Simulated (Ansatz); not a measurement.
**AlBH (doublet): correlated methods under varied settings at angle B1–Al2–H3 = 157.4°**

What do other methods and options give for AlBH (doublet) at this geometry, and how long do they take?

The runs use Ansatz 0.2.0, Gaussian basis; the settings change from run to run.

14 further runs of the same task are left out: 8 that didn't finish, 6 set aside as unsound or not needed.

## (1) The geometry

The geometry derives from a PBE0/def2-TZVP stationary point (not a proven minimum). One angle is set to the value named; bond lengths are kept.

3 atoms, charge 0, spin multiplicity 2.

Atoms are counted from 1 here; the program's logs count them from 0.

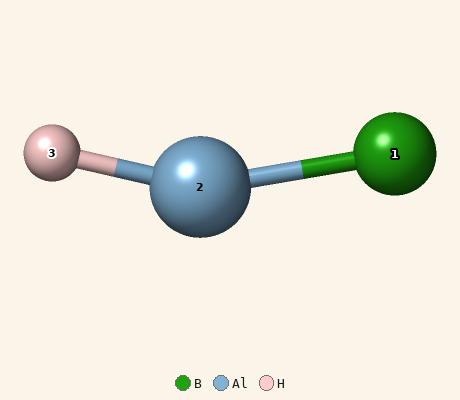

The geometry (boron green, aluminium light blue, hydrogen pink); atoms are numbered from 1 in the order of the file.

## (2) BCCD(T) on UHF/def2-SVPD

in.yaml reads:

```yaml
crystal:
  periodic: [false, false, false]
  atoms:
    - {symbol: B, position_ang: [0.000000, 0.518411, 1.815829]}
    - {symbol: Al, position_ang: [0.000000, 0.168591, -0.231153]}
    - {symbol: H, position_ang: [0.000000, -0.687002, -1.584676]}
basis:
  gaussian: {orbitals: def2-SVPD}
magnetization: {spin_polarized: true, initial_magnetization: 1}
correlation: {method: bccd_t, electrons: outside_noble_gas}
accuracy: high
```

The run is started by

```sh
$ ansatz run in.yaml --threads 1 --pin off --events-out ev --progress --plain --max-ram 2393MiB
```

Output (excerpt; [...] marks lines left out):

```text
Functional definition: HF
  name "HF"
  cite "Fock, Z. Phys. 61, 126 (1930) doi:10.1007/BF01340294"
  parent pbe
[...]
931 factors; integrals over basis functions are off by at most 3.5e-9 eV
[...]
mean field -7262.99314232 eV, -266.9100749466 hartree, gradient 2.3e-8 eV, S^2 1.711886; 36 other end points of the search recorded, 0 dependent functions left out
determinant -7262.99314232 eV, -266.9100749466 hartree, with singles and doubles -7266.45167856 eV, -267.0371738092 hartree
determinant -7262.85381977 eV, -266.9049549375 hartree, with singles and doubles -7266.41573726 eV, -267.0358529908 hartree
determinant -7262.82061915 eV, -266.9037348371 hartree, with singles and doubles -7266.42770257 eV, -267.0362927080 hartree
determinant -7262.77285281 eV, -266.9019794566 hartree, with singles and doubles -7266.45042929 eV, -267.0371278995 hartree
determinant -7262.61945336 eV, -266.8963421307 hartree, with singles and doubles -7266.20263072 eV, -267.0280214701 hartree
determinant -7262.60692223 eV, -266.8958816200 hartree, with singles and doubles -7266.36184372 eV, -267.0338724398 hartree
determinant -7262.52023455 eV, -266.8926959067 hartree, with singles and doubles -7266.13754104 eV, -267.0256294681 hartree
determinant -7262.32702533 eV, -266.8855955988 hartree, with singles and doubles -7266.11214277 eV, -267.0246960992 hartree
determinant -7262.24374994 eV, -266.8825352845 hartree, with singles and doubles -7266.41178155 eV, -267.0357076211 hartree
[...]
determinant -7262.61945336 eV, -266.8963421307 hartree, with singles and doubles -7266.28752087 eV, -267.0311411252 hartree
determinant -7262.60692223 eV, -266.8958816200 hartree, with singles and doubles -7266.37801385 eV, -267.0344666811 hartree
determinant -7262.52023455 eV, -266.8926959067 hartree, with singles and doubles -7266.16826125 eV, -267.0267584151 hartree
determinant -7262.32702533 eV, -266.8855955988 hartree, with singles and doubles -7266.13016953 eV, -267.0253585704 hartree
determinant -7262.24374994 eV, -266.8825352845 hartree, with singles and doubles -7266.39459317 eV, -267.0350759599 hartree
determinant -7262.18648043 eV, -266.8804306691 hartree, with singles and doubles -7266.06034553 eV, -267.0227925855 hartree
determinant -7262.15508573 eV, -266.8792769351 hartree, with singles and doubles -7266.38776452 eV, -267.0348250117 hartree
determinant -7262.09670570 eV, -266.8771315087 hartree, with singles and doubles -7266.38277739 eV, -267.0346417378 hartree
6 core orbitals not correlated: weight in the atoms' cores, before any rotation towards them, 1.000 or more for the frozen orbitals, at most 0.000 for the correlated occupied ones
reference -7262.99314232 eV, -266.9100749466 hartree; 4, 3 occupied and 42, 43 virtual orbitals, 931 factors
second order -2.43423560 eV of doubles, -0.00000000 eV of singles
cycle   1  -3.51759367 eV  change   -4.2e-2 eV  update   4.1e-2
[...]
cycle  53  -3.48360850 eV  change   8.0e-11 eV  update  2.0e-10
perturbative correction -0.19477469 eV, -0.0071578377 hartree
WARN: the results are in doubt because among natural orbitals full CI differs from the method by +0.109 eV
Total energy: -7266.67152550 eV, -267.0452530353 hartree
In doubt: among natural orbitals full CI differs from the method by +0.109 eV
```

Wall time 44 s (1 thread of Arm Neoverse V2, shared host).

From the report: ⟨S²⟩ of the determinant 1.712 (pure doublet: 0.75); correlation -3.6784 eV; largest double amplitude 0.09. The determinant is far from a pure spin state, so its energy mixes those of several spin states (harmless only where they are near-degenerate, as at dissociation). The program marks this result as in doubt; its last lines say why.

## (3) CCSDT(Q) on ROHF/def2-SVP

in.yaml reads:

```yaml
crystal:
  periodic: [false, false, false]
  atoms:
    - {symbol: B, position_ang: [0.000000, 0.518411, 1.815829]}
    - {symbol: Al, position_ang: [0.000000, 0.168591, -0.231153]}
    - {symbol: H, position_ang: [0.000000, -0.687002, -1.584676]}
basis:
  gaussian: {orbitals: def2-SVP}
magnetization: {spin_polarized: false, initial_magnetization: 1}
correlation: {method: ccsdt_q, electrons: valence}
scf: {lower_state_search: full}
```

Launched as before.

Output (excerpt; [...] marks lines left out):

```text
Functional definition: HF
  name "HF"
  cite "Fock, Z. Phys. 61, 126 (1930) doi:10.1007/BF01340294"
  parent pbe
[...]
597 factors; integrals over basis functions are off by at most 2.0e-7 eV
[...]
mean field -7262.04983421 eV, -266.8754090131 hartree, gradient 1.0e-7 eV, S^2 0.750000; 24 other end points of the search recorded, 0 dependent functions left out
[...]
determinant -7262.04983421 eV, -266.8754090131 hartree, with singles and doubles -7266.13907823 eV, -267.0256859591 hartree
determinant -7262.00671904 eV, -266.8738245597 hartree, with singles and doubles -7266.11395758 eV, -267.0247627921 hartree
determinant -7261.38615212 eV, -266.8510191460 hartree, with singles and doubles -7265.34394316 eV, -266.9964652841 hartree
determinant -7261.21536346 eV, -266.8447427786 hartree, with singles and doubles -7265.29629338 eV, -266.9947141869 hartree
[...]
determinant -7259.55085076 eV, -266.7835730652 hartree, with singles and doubles -7263.99871311 eV, -266.9470289915 hartree
determinant -7262.04983421 eV, -266.8754090131 hartree, with singles and doubles -7266.13976571 eV, -267.0257112233 hartree
determinant -7262.00671904 eV, -266.8738245597 hartree, with singles and doubles -7266.11551312 eV, -267.0248199572 hartree
[...]
unrestricted determinant -7262.90982923 eV, -266.9070132471 hartree, S^2 1.7089
6 core orbitals not correlated: weight in the atoms' cores, before any rotation towards them, 1.000 or more for the frozen orbitals, at most 0.000 for the correlated occupied ones
reference -7262.00671904 eV, -266.8738245597 hartree; 4, 3 occupied and 27, 28 virtual orbitals, 597 factors
second order -3.06353083 eV of doubles, -0.02729337 eV of singles
cycle   1  -3.69928512 eV  change   -6.1e-1 eV  update   1.0e-1
[...]
cycle  57  -4.38994811 eV  change   -3.1e-7 eV  update   5.7e-7
perturbative correction -0.02060581 eV, -0.0007572494 hartree
Total energy: -7266.41727296 eV, -267.0359094266 hartree
```

Run time: 16 s. Hardware: 1 thread of Arm Neoverse V2, shared host.

From the report: correlation -4.4106 eV; T1 0.066; largest double amplitude 0.21.

## (4) CASSCF(3,4)/6-31G

Edit in.yaml of step 3 so:

```diff
@@ -7,5 +7,5 @@
 basis:
-  gaussian: {orbitals: def2-SVP}
+  gaussian: {orbitals: 6-31G}
 magnetization: {spin_polarized: false, initial_magnetization: 1}
-correlation: {method: ccsdt_q, electrons: valence}
-scf: {lower_state_search: full}
+correlation: {active_space: {window: {electrons: 3, orbitals: 4}}}
+accuracy: high
```

Same command.

Output (excerpt; [...] marks lines left out):

```text
Functional definition: HF
  name "HF"
  cite "Fock, Z. Phys. 61, 126 (1930) doi:10.1007/BF01340294"
  parent pbe
[...]
525 factors; integrals over basis functions are off by at most 3.4e-9 eV
[...]
mean field -7263.76683212 eV, -266.9385075224 hartree, gradient 5.1e-8 eV, S^2 0.750000; 14 other end points of the search recorded, 0 dependent functions left out
reference -7263.76683212 eV, -266.9385075224 hartree; 10, 9 occupied and 14, 15 virtual orbitals, 525 factors
state -7264.85974891 eV, -266.9786714736 hartree
Total energy: -7264.85974891 eV, -266.9786714736 hartree
```

It took 1.1 s on 1 thread of Arm Neoverse V2, shared host.

From the report: 24 determinants; active occupations 1.81, 1.00, 0.17, 0.01.

## (5) CCSDT on ROHF/6-31G

Edit in.yaml of step 4 so:

```diff
@@ -9,3 +9,3 @@
 magnetization: {spin_polarized: false, initial_magnetization: 1}
-correlation: {active_space: {window: {electrons: 3, orbitals: 4}}}
+correlation: {method: ccsdt, electrons: all}
 accuracy: high
```

The command is unchanged.

Output (excerpt; [...] marks lines left out):

```text
Functional definition: HF
  name "HF"
  cite "Fock, Z. Phys. 61, 126 (1930) doi:10.1007/BF01340294"
  parent pbe
[...]
525 factors; integrals over basis functions are off by at most 3.4e-9 eV
[...]
mean field -7263.76683212 eV, -266.9385075224 hartree, gradient 1.6e-8 eV, S^2 0.750000; 19 other end points of the search recorded, 0 dependent functions left out
[...]
determinant -7263.76683212 eV, -266.9385075224 hartree, with singles and doubles -7266.81569848 eV, -267.0505512947 hartree
determinant -7263.76394778 eV, -266.9384015249 hartree, with singles and doubles -7266.75758685 eV, -267.0484157314 hartree
determinant -7263.76105531 eV, -266.9382952284 hartree, with singles and doubles -7266.79380541 eV, -267.0497467390 hartree
determinant -7263.71974230 eV, -266.9367770034 hartree, with singles and doubles -7266.79185332 eV, -267.0496750011 hartree
[...]
determinant -7261.19208927 eV, -266.8438874680 hartree, with singles and doubles -7264.81793487 eV, -266.9771348358 hartree
determinant -7263.76683212 eV, -266.9385075224 hartree, with singles and doubles -7266.81535047 eV, -267.0505385055 hartree
determinant -7263.76394778 eV, -266.9384015249 hartree, with singles and doubles -7266.81282463 eV, -267.0504456823 hartree
determinant -7263.76105531 eV, -266.9382952284 hartree, with singles and doubles -7266.81362781 eV, -267.0504751988 hartree
determinant -7263.71974230 eV, -266.9367770034 hartree, with singles and doubles -7266.79326078 eV, -267.0497267243 hartree
unrestricted determinant -7264.59212904 eV, -266.9688366247 hartree, S^2 1.7036
reference -7263.71974230 eV, -266.9367770034 hartree; 10, 9 occupied and 14, 15 virtual orbitals, 525 factors
second order -2.08776408 eV of doubles, -0.00934530 eV of singles
cycle   1  -2.60380847 eV  change   -5.1e-1 eV  update   1.0e-1
[...]
cycle  92  -3.28813826 eV  change   5.6e-10 eV  update   1.0e-9
Total energy: -7267.00788056 eV, -267.0576138558 hartree
```

Wall time 30 s (1 thread of Arm Neoverse V2, shared host).

From the report: correlation -3.2881 eV; T1 0.055; largest double amplitude 0.23.

## (6) The runs in one table

Where basis and cores are those of an earlier FCI/6-31G run (-7266.9040 eV), and the state is the same kind, the miss against it is given. † marks a result that the program doubts.

```
                     level         correlated  functions  energy (eV)  from FCI (meV)   time
BCCD(T) on UHF/def2-SVPD †  outside noble gas         52   -7266.6715                   44 s
 CCSDT(Q) on ROHF/def2-SVP            valence         37   -7266.4173                   16 s
         CASSCF(3,4)/6-31G                            24   -7264.8597          2044.3  1.1 s
       CCSDT on ROHF/6-31G                all         24   -7267.0079                   30 s
```

## (7) Summary of results

| quantity | value |
| --- | --- |
| runs | 4 |
| quickest | CASSCF(3,4)/6-31G, 1.1 s |
| slowest | BCCD(T) on UHF/def2-SVPD †, 44 s |

What this shows: Total energies in different bases, with other cores or another treatment of relativity can't be set against each other. BCCD(T) on UHF/def2-SVPD † took 39 times as long as CASSCF(3,4)/6-31G; the jobs differ in more than the method. Hartree-Fock, CASSCF and CASCI lack dynamic correlation by design.
